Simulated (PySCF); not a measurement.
# [Au2F3]−: other functionals and bases at one geometry

Aim: see how levels, charges and forces of [Au2F3]− depend on the level of theory. The species was built from a template and needn't be a known compound.

Program: PySCF 2.14.0. Level of theory: several levels, as the steps say, no spin–orbit coupling. These are calculated values, not measurements.

2 further runs of the same task are left out: 2 for a known fault of the program. Runs told in other sessions of the task aren't counted.

## Step 1: Where the work starts

5 atoms, charge -1, spin multiplicity 1.

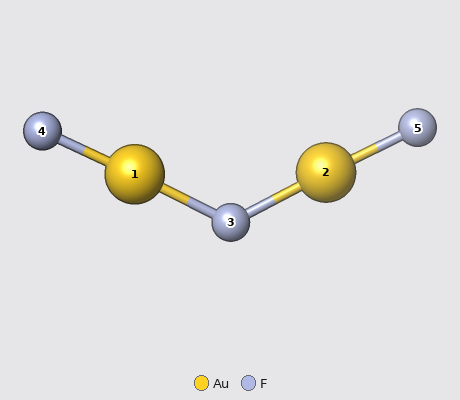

The geometry (gold amber, fluorine light blue); atoms are numbered from 1 in the order of the file.

Geometry (Å):

```csv
atom,x (Å),y (Å),z (Å)
Au1,-0.01685,0.14299,1.82025
Au2,-0.01685,0.14299,-1.82025
F3,-0.12526,1.06296,0.00000
F4,0.08057,-0.68376,3.56880
F5,0.08057,-0.68376,-3.56880
```

Formal oxidation states: Au +1. An earlier session relaxed this geometry at PBE0, Au def2-SVP with ECP60, F def2-SVP (singlet, point group C2v).

At PBE0 on the finer grid: E = -570.582070 Eh, HOMO -3.22 eV, LUMO 2.80 eV, Mulliken charge on Au1 +0.21 e, largest force component 0.028 eV/Å. 

Levels to run: HF; PBE; CAM-B3LYP; revPBE; PBE0, TZVP; PBE0, x2c-SVP. Hardware: 2 threads of Arm Neoverse V2, shared host.

## Step 2: HF

run.py (the lines that set the calculation)

```python
mol = gto.M(atom='''
Au    -0.01685     0.14299     1.82025
Au    -0.01685     0.14299    -1.82025
F     -0.12526     1.06296     0.00000
F      0.08057    -0.68376     3.56880
F      0.08057    -0.68376    -3.56880''',
    basis={'Au': 'def2-SVP', 'F': 'def2-SVP'},
    ecp={'Au': 'def2-SVP'},
    charge=-1, spin=0)
mf = scf.RHF(mol)
mf = mf.density_fit()  # fitting sets: Au def2-universal-JKFIT, F def2-universal-JKFIT
mf.conv_tol = 1e-08; mf.max_cycle = 55
mf.kernel(dm0)  # dm0: the density of the relaxed state
```

Launch:

```bash
$ OMP_NUM_THREADS=2 python run.py
```

Output:

```text
init E= -567.68589937853
  HOMO = -0.222274645775813  LUMO = 0.222415464716712  gap/eV = 12.10063
cycle= 1 E= -567.730362958096  delta_E= -0.0445  |g|= 0.111  |ddm|= 0.722
  HOMO = -0.222308988620199  LUMO = 0.227845831185604  gap/eV = 12.24934
cycle= 2 E= -567.733458428929  delta_E= -0.0031  |g|= 0.0396  |ddm|= 0.155
  HOMO = -0.222681914043108  LUMO = 0.227903315806128  gap/eV = 12.26105
cycle= 3 E= -567.733954300795  delta_E= -0.000496  |g|= 0.0223  |ddm|= 0.0581
  HOMO = -0.223801781314474  LUMO = 0.227620854531592  gap/eV = 12.28384
cycle= 4 E= -567.734105635121  delta_E= -0.000151  |g|= 0.00485  |ddm|= 0.0307
  HOMO = -0.22359899849116  LUMO = 0.227735527451886  gap/eV = 12.28144
cycle= 5 E= -567.73412625379  delta_E= -2.06e-05  |g|= 0.00195  |ddm|= 0.0148
  HOMO = -0.224022650973037  LUMO = 0.227707318163403  gap/eV = 12.29220
cycle= 6 E= -567.734129225822  delta_E= -2.97e-06  |g|= 0.000664  |ddm|= 0.00555
  HOMO = -0.223993299196873  LUMO = 0.227733726902889  gap/eV = 12.29212
cycle= 7 E= -567.734129650368  delta_E= -4.25e-07  |g|= 0.000217  |ddm|= 0.00243
  HOMO = -0.223979085753166  LUMO = 0.227733058125744  gap/eV = 12.29171
cycle= 8 E= -567.734129689614  delta_E= -3.92e-08  |g|= 9.27e-05  |ddm|= 0.000723
  HOMO = -0.223978713464512  LUMO = 0.22773203901251  gap/eV = 12.29168
cycle= 9 E= -567.734129695831  delta_E= -6.22e-09  |g|= 2.08e-05  |ddm|= 0.000296
  HOMO = -0.223977099077699  LUMO = 0.227732848026708  gap/eV = 12.29165
Extra cycle  E= -567.734129696216  delta_E= -3.85e-10  |g|= 1.22e-05  |ddm|= 4.72e-05
converged SCF energy = -567.734129696216
```

Run time: 2.5 s. Hardware: 2 threads of Arm Neoverse V2, shared host.

Result: E = -567.734130 Eh, HOMO -6.09 eV, LUMO 6.20 eV, Mulliken charge on Au1 +0.47 e, largest force component 0.515 eV/Å. 

## Step 3: PBE

run.py (the lines that set the calculation): that of step 2 with these lines changed.

```diff
@@ -9,3 +9,4 @@
     charge=-1, spin=0)
-mf = scf.RHF(mol)
+mf = dft.RKS(mol, xc='PBE')
+mf.grids.atom_grid = (75, 302)
 mf = mf.density_fit()  # fitting sets: Au def2-universal-JKFIT, F def2-universal-JKFIT
```

Launch:

```bash
$ OMP_NUM_THREADS=2 python run.py
```

Output:

```text
init E= -570.682991880246
  HOMO = -0.0456528936218891  LUMO = 0.0742753868945023  gap/eV = 3.26341
cycle= 1 E= -570.685587386557  delta_E= -0.0026  |g|= 0.152  |ddm|= 0.526
  HOMO = -0.0772286229754488  LUMO = 0.05291123548173  gap/eV = 3.54129
cycle= 2 E= -570.667138379358  delta_E= 0.0184  |g|= 0.355  |ddm|= 0.496
  HOMO = -0.0619916348320546  LUMO = 0.0626969193802793  gap/eV = 3.39295
cycle= 3 E= -570.690337761422  delta_E= -0.0232  |g|= 0.0446  |ddm|= 0.306
  HOMO = -0.0592267727902301  LUMO = 0.065008032341904  gap/eV = 3.38060
cycle= 4 E= -570.690709712285  delta_E= -0.000372  |g|= 0.015  |ddm|= 0.0481
  HOMO = -0.0587371961337209  LUMO = 0.0651594888218021  gap/eV = 3.37140
cycle= 5 E= -570.690752505515  delta_E= -4.28e-05  |g|= 0.00607  |ddm|= 0.0168
  HOMO = -0.0588722909010171  LUMO = 0.0650636908886568  gap/eV = 3.37247
cycle= 6 E= -570.690759503976  delta_E= -7e-06  |g|= 0.00079  |ddm|= 0.0055
  HOMO = -0.0588046578153985  LUMO = 0.0651337206396612  gap/eV = 3.37254
cycle= 7 E= -570.690759645943  delta_E= -1.42e-07  |g|= 0.000191  |ddm|= 0.000858
  HOMO = -0.0588064807613641  LUMO = 0.0651319635524068  gap/eV = 3.37254
cycle= 8 E= -570.690759652194  delta_E= -6.25e-09  |g|= 4.15e-05  |ddm|= 0.000133
  HOMO = -0.058811583518264  LUMO = 0.0651291567443764  gap/eV = 3.37260
Extra cycle  E= -570.690759650313  delta_E= 1.88e-09  |g|= 0.00011  |ddm|= 0.000137
converged SCF energy = -570.690759650313
```

Wall time 4 s (2 threads of Arm Neoverse V2, shared host).

Read off: E = -570.690760 Eh, HOMO -1.60 eV, LUMO 1.77 eV, Mulliken charge on Au1 +0.10 e, largest force component 0.309 eV/Å. 

## Step 4: CAM-B3LYP

run.py (the lines that set the calculation): that of step 3 with these lines changed.

```diff
@@ -9,3 +9,3 @@
     charge=-1, spin=0)
-mf = dft.RKS(mol, xc='PBE')
+mf = dft.RKS(mol, xc='CAMB3LYP')
 mf.grids.atom_grid = (75, 302)
```

Launch:

```bash
$ OMP_NUM_THREADS=2 python run.py
```

Output:

```text
init E= -570.724219384791
  HOMO = -0.164742976741888  LUMO = 0.143324305850221  gap/eV = 8.38294
cycle= 1 E= -570.725025106455  delta_E= -0.000806  |g|= 0.0432  |ddm|= 0.138
  HOMO = -0.16984842362466  LUMO = 0.141685550834382  gap/eV = 8.47727
cycle= 2 E= -570.724739142944  delta_E= 0.000286  |g|= 0.0606  |ddm|= 0.0705
  HOMO = -0.16794470644829  LUMO = 0.142067987104582  gap/eV = 8.43588
cycle= 3 E= -570.725358690206  delta_E= -0.00062  |g|= 0.00242  |ddm|= 0.0438
  HOMO = -0.167941840227027  LUMO = 0.142076656438242  gap/eV = 8.43603
cycle= 4 E= -570.725359757429  delta_E= -1.07e-06  |g|= 0.00227  |ddm|= 0.00385
  HOMO = -0.16803914267935  LUMO = 0.142060090990579  gap/eV = 8.43823
cycle= 5 E= -570.725360750223  delta_E= -9.93e-07  |g|= 0.000261  |ddm|= 0.00193
  HOMO = -0.168078189922422  LUMO = 0.142029036743683  gap/eV = 8.43845
cycle= 6 E= -570.725360775437  delta_E= -2.52e-08  |g|= 0.000132  |ddm|= 0.000498
  HOMO = -0.168065771749094  LUMO = 0.142037602338906  gap/eV = 8.43834
cycle= 7 E= -570.725360782789  delta_E= -7.35e-09  |g|= 1.55e-05  |ddm|= 0.000293
  HOMO = -0.168065117699417  LUMO = 0.142037724579989  gap/eV = 8.43833
Extra cycle  E= -570.725360783024  delta_E= -2.35e-10  |g|= 9.92e-06  |ddm|= 4.88e-05
converged SCF energy = -570.725360783024
```

Wall time 5.4 s (2 threads of Arm Neoverse V2, shared host).

Read off: E = -570.725361 Eh, HOMO -4.57 eV, LUMO 3.87 eV, Mulliken charge on Au1 +0.20 e, largest force component 0.051 eV/Å. 

## Step 5: revPBE

run.py (the lines that set the calculation): that of step 4 with these lines changed.

```diff
@@ -9,3 +9,3 @@
     charge=-1, spin=0)
-mf = dft.RKS(mol, xc='CAMB3LYP')
+mf = dft.RKS(mol, xc='PBE_R,PBE')
 mf.grids.atom_grid = (75, 302)
```

Launch:

```bash
$ OMP_NUM_THREADS=2 python run.py
```

Output:

```text
init E= -570.943504779665
  HOMO = -0.0453373717602117  LUMO = 0.0769380078772315  gap/eV = 3.32728
cycle= 1 E= -570.946160815352  delta_E= -0.00266  |g|= 0.137  |ddm|= 0.495
  HOMO = -0.0678091833479903  LUMO = 0.0621524784464782  gap/eV = 3.53644
cycle= 2 E= -570.92972758344  delta_E= 0.0164  |g|= 0.333  |ddm|= 0.433
  HOMO = -0.0583196637254529  LUMO = 0.0679716566197932  gap/eV = 3.43656
cycle= 3 E= -570.949912149641  delta_E= -0.0202  |g|= 0.0372  |ddm|= 0.273
  HOMO = -0.0559636713031803  LUMO = 0.0699033050931632  gap/eV = 3.42501
cycle= 4 E= -570.950157831247  delta_E= -0.000246  |g|= 0.0131  |ddm|= 0.0384
  HOMO = -0.0554269874181741  LUMO = 0.0701249140574198  gap/eV = 3.41644
cycle= 5 E= -570.950190220761  delta_E= -3.24e-05  |g|= 0.00543  |ddm|= 0.0154
  HOMO = -0.0556368316056942  LUMO = 0.0699773084324633  gap/eV = 3.41813
cycle= 6 E= -570.950196148553  delta_E= -5.93e-06  |g|= 0.000677  |ddm|= 0.00537
  HOMO = -0.0555743234941547  LUMO = 0.0700398090200842  gap/eV = 3.41813
cycle= 7 E= -570.950196254467  delta_E= -1.06e-07  |g|= 0.000152  |ddm|= 0.00075
  HOMO = -0.0555757168976509  LUMO = 0.0700384993527798  gap/eV = 3.41814
cycle= 8 E= -570.950196258492  delta_E= -4.03e-09  |g|= 3.26e-05  |ddm|= 0.000107
  HOMO = -0.0555795401677029  LUMO = 0.0700364375516678  gap/eV = 3.41818
Extra cycle  E= -570.950196257321  delta_E= 1.17e-09  |g|= 8.63e-05  |ddm|= 0.000107
converged SCF energy = -570.950196257321
```

It took 4 s on 2 threads of Arm Neoverse V2, shared host.

Read off: E = -570.950196 Eh, HOMO -1.51 eV, LUMO 1.91 eV, Mulliken charge on Au1 +0.11 e, largest force component 0.490 eV/Å. 

## Step 6: PBE0, TZVP

Basis: Au def2-TZVP with ECP60, F def2-TZVP. 

run.py (the lines that set the calculation)

```python
mol = gto.M(atom='''
Au    -0.01685     0.14299     1.82025
Au    -0.01685     0.14299    -1.82025
F     -0.12526     1.06296     0.00000
F      0.08057    -0.68376     3.56880
F      0.08057    -0.68376    -3.56880''',
    basis={'Au': 'def2-TZVP', 'F': 'def2-TZVP'},
    ecp={'Au': 'def2-TZVP'},
    charge=-1, spin=0)
mf = dft.RKS(mol, xc='PBE0')
mf.grids.atom_grid = (75, 302)
mf = mf.density_fit()  # fitting sets: Au def2-universal-JKFIT, F def2-universal-JKFIT
mf.conv_tol = 1e-08; mf.max_cycle = 55
mf.kernel(dm0)  # dm0: free metal ions and neutral atoms
```

Launch:

```bash
$ OMP_NUM_THREADS=2 python run.py
```

Output:

```text
init E= -587.202930550974
  HOMO = 0.165608302184469  LUMO = 0.203873166212479  gap/eV = 1.04124
cycle= 1 E= -558.625141128036  delta_E= 28.6  |g|= 6.97  |ddm|= 5.82
  HOMO = -0.118388628550791  LUMO = -0.0862084146425879  gap/eV = 0.87567
cycle= 2 E= -515.307794380974  delta_E= 43.3  |g|= 16.3  |ddm|= 12.8
  HOMO = -0.560676456090152  LUMO = -0.315171032779786  gap/eV = 6.68054
cycle= 3 E= -565.753535750197  delta_E= -50.4  |g|= 5.99  |ddm|= 10.7
  HOMO = 0.0436987253890095  LUMO = 0.10523761424305  gap/eV = 1.67456
cycle= 4 E= -568.522553085584  delta_E= -2.77  |g|= 3.49  |ddm|= 4.13
  HOMO = -0.228647860380568  LUMO = -0.0424046147412476  gap/eV = 5.06794
cycle= 5 E= -570.634461719865  delta_E= -2.11  |g|=  1.3  |ddm|= 3.28
  HOMO = -0.137639572213217  LUMO = 0.0737286257691956  gap/eV = 5.75162
cycle= 6 E= -570.972012273151  delta_E= -0.338  |g|= 0.192  |ddm|= 1.22
  HOMO = -0.118488782346629  LUMO = 0.0954689087015375  gap/eV = 5.82209
cycle= 7 E= -570.969348684664  delta_E= 0.00266  |g|= 0.229  |ddm|=  0.2
  HOMO = -0.120594596588503  LUMO = 0.0959084115188844  gap/eV = 5.89135
cycle= 8 E= -570.97726447702  delta_E= -0.00792  |g|= 0.0421  |ddm|= 0.121
  HOMO = -0.123226473987414  LUMO = 0.0932346104487642  gap/eV = 5.89021
cycle= 9 E= -570.97752081354  delta_E= -0.000256  |g|= 0.0156  |ddm|= 0.0241
  HOMO = -0.124692315895984  LUMO = 0.0923859575446109  gap/eV = 5.90700
cycle= 10 E= -570.977560286561  delta_E= -3.95e-05  |g|= 0.00332  |ddm|= 0.0125
  HOMO = -0.124874173813535  LUMO = 0.0922575029313428  gap/eV = 5.90845
cycle= 11 E= -570.977562360491  delta_E= -2.07e-06  |g|= 0.000611  |ddm|= 0.00394
  HOMO = -0.124841283813878  LUMO = 0.0922727630818585  gap/eV = 5.90797
cycle= 12 E= -570.977562427179  delta_E= -6.67e-08  |g|= 0.000244  |ddm|= 0.000736
  HOMO = -0.124833934526974  LUMO = 0.0922799096887914  gap/eV = 5.90797
cycle= 13 E= -570.977562437265  delta_E= -1.01e-08  |g|= 3.85e-05  |ddm|= 0.000213
  HOMO = -0.12482966197879  LUMO = 0.0922832567750866  gap/eV = 5.90794
cycle= 14 E= -570.977562437602  delta_E= -3.37e-10  |g|= 9.29e-06  |ddm|= 6.22e-05
  HOMO = -0.124832183408677  LUMO = 0.0922807680565825  gap/eV = 5.90794
Extra cycle  E= -570.977562437574  delta_E= 2.85e-11  |g|= 1.67e-05  |ddm|= 1.93e-05
converged SCF energy = -570.977562437574
```

Run time: 11 s. Hardware: 2 threads of Arm Neoverse V2, shared host.

It gives: E = -570.977562 Eh, HOMO -3.40 eV, LUMO 2.51 eV, Mulliken charge on Au1 +0.34 e, largest force component 0.206 eV/Å. 

## Step 7: PBE0, x2c-SVP

Basis: Au x2c-SVPall, F x2c-SVPall. All electrons are treated, with the spin-free X2C Hamiltonian.

run.py (the lines that set the calculation)

```python
mol = gto.M(atom='''
Au    -0.01685     0.14299     1.82025
Au    -0.01685     0.14299    -1.82025
F     -0.12526     1.06296     0.00000
F      0.08057    -0.68376     3.56880
F      0.08057    -0.68376    -3.56880''',
    basis={'Au': 'x2c-SVPall', 'F': 'x2c-SVPall'},
    nucmod='G',
    charge=-1, spin=0)
mf = dft.RKS(mol, xc='PBE0')
mf.grids.atom_grid = (99, 590)
mf = mf.density_fit()  # fitting sets: Au AutoAux, F AutoAux
mf = mf.sfx2c1e()
mf.conv_tol = 1e-08; mf.max_cycle = 55
mf.kernel(dm0)  # dm0: free metal ions and neutral atoms
```

Launch:

```bash
$ OMP_NUM_THREADS=2 python run.py
```

Output:

```text
init E= -38342.7366663019
  HOMO = 0.180456501815589  LUMO = 0.224435037701012  gap/eV = 1.19672
cycle= 1 E= -38314.5971985444  delta_E= 28.1  |g|=  6.8  |ddm|= 6.78
  HOMO = 0.070301731477772  LUMO = 0.0827082112899368  gap/eV = 0.33760
cycle= 2 E= -38281.2706732109  delta_E= 33.3  |g|= 12.6  |ddm|=   14
  HOMO = -0.599090219745648  LUMO = -0.292068336789995  gap/eV = 8.35449
cycle= 3 E= -38322.384780757  delta_E= -41.1  |g|= 4.53  |ddm|= 12.8
  HOMO = 0.019401300977464  LUMO = 0.148586197591123  gap/eV = 3.51530
cycle= 4 E= -38325.4218625195  delta_E= -3.04  |g|= 2.11  |ddm|= 3.99
  HOMO = -0.151344340571979  LUMO = 0.0476492452456689  gap/eV = 5.41489
cycle= 5 E= -38326.0924003734  delta_E= -0.671  |g|= 0.548  |ddm|= 2.09
  HOMO = -0.130916735555769  LUMO = 0.0889826977567889  gap/eV = 5.98377
cycle= 6 E= -38326.1359755423  delta_E= -0.0436  |g|= 0.276  |ddm|= 0.577
  HOMO = -0.129435431536397  LUMO = 0.0908881413396445  gap/eV = 5.99531
cycle= 7 E= -38326.1478413076  delta_E= -0.0119  |g|= 0.0904  |ddm|= 0.266
  HOMO = -0.127587958433669  LUMO = 0.0948362876716651  gap/eV = 6.05247
cycle= 8 E= -38326.1492638402  delta_E= -0.00142  |g|= 0.0157  |ddm|= 0.072
  HOMO = -0.12693570750193  LUMO = 0.0947448259507713  gap/eV = 6.03223
cycle= 9 E= -38326.1493031938  delta_E= -3.94e-05  |g|= 0.00424  |ddm|= 0.0158
  HOMO = -0.12729575665815  LUMO = 0.094385963966011  gap/eV = 6.03227
cycle= 10 E= -38326.1493062352  delta_E= -3.04e-06  |g|= 0.00133  |ddm|= 0.00437
  HOMO = -0.12731892047443  LUMO = 0.0943495823307456  gap/eV = 6.03191
cycle= 11 E= -38326.1493065525  delta_E= -3.17e-07  |g|= 0.000506  |ddm|= 0.00137
  HOMO = -0.127324064961709  LUMO = 0.0943487003784291  gap/eV = 6.03202
cycle= 12 E= -38326.1493065961  delta_E= -4.36e-08  |g|= 0.000133  |ddm|= 0.000456
  HOMO = -0.127333008232552  LUMO = 0.0943464749343228  gap/eV = 6.03221
cycle= 13 E= -38326.1493065991  delta_E= -2.98e-09  |g|= 6.29e-06  |ddm|= 0.000142
  HOMO = -0.127333725517683  LUMO = 0.0943462726540751  gap/eV = 6.03222
Extra cycle  E= -38326.1493065991  delta_E= -2.91e-11  |g|= 1.1e-05  |ddm|= 1.81e-05
converged SCF energy = -38326.1493065991
```

It took 45 s on 2 threads of Arm Neoverse V2, shared host.

Result: E = -38326.149307 Eh, HOMO -3.46 eV, LUMO 2.57 eV, Mulliken charge on Au1 +0.11 e, largest force component 0.147 eV/Å. 

## Step 8: Results

| level | state | HOMO (eV) | gap (eV) | charge on Au1 (e) | dipole (D) | largest force component (eV/Å) | basis functions | time |
| --- | --- | --- | --- | --- | --- | --- | --- | --- |
| PBE0 (relaxed here) | singlet | -3.22 | 6.03 | 0.21 | 1.84 | 0.03 | 106 | 11 s |
| HF | singlet | -6.09 | 12.29 | 0.47 | 2.39 | 0.52 | 106 | 2.5 s |
| PBE | singlet | -1.60 | 3.37 | 0.10 | 1.57 | 0.31 | 106 | 4 s |
| CAM-B3LYP | singlet | -4.57 | 8.44 | 0.20 | 1.86 | 0.05 | 106 | 5.4 s |
| revPBE | singlet | -1.51 | 3.42 | 0.11 | 1.57 | 0.49 | 106 | 4 s |
| PBE0, TZVP | singlet | -3.40 | 5.91 | 0.34 | 2.08 | 0.21 | 173 | 11 s |
| PBE0, x2c-SVP | singlet | -3.46 | 6.03 | 0.11 | 1.90 | 0.15 | 174 | 45 s |

Times are on 2 threads of Arm Neoverse V2, shared host; the first row also made further properties. The dipole of a charged species depends on the origin, so these sizes hold for this origin alone.

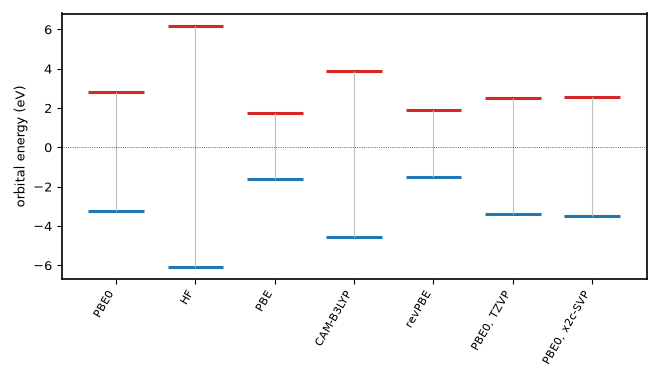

Highest filled and lowest empty level, method by method.

In one basis the HOMO–LUMO gap runs from 3.37 eV (PBE) to 12.29 eV (HF). The largest leftover force, 0.52 eV/Å with HF, stands at a geometry relaxed at another level. The Mulliken charge on Au spans +0.10 to +0.47 e over the levels. Total energies of different levels can't be compared. Spin–orbit coupling is left out throughout.
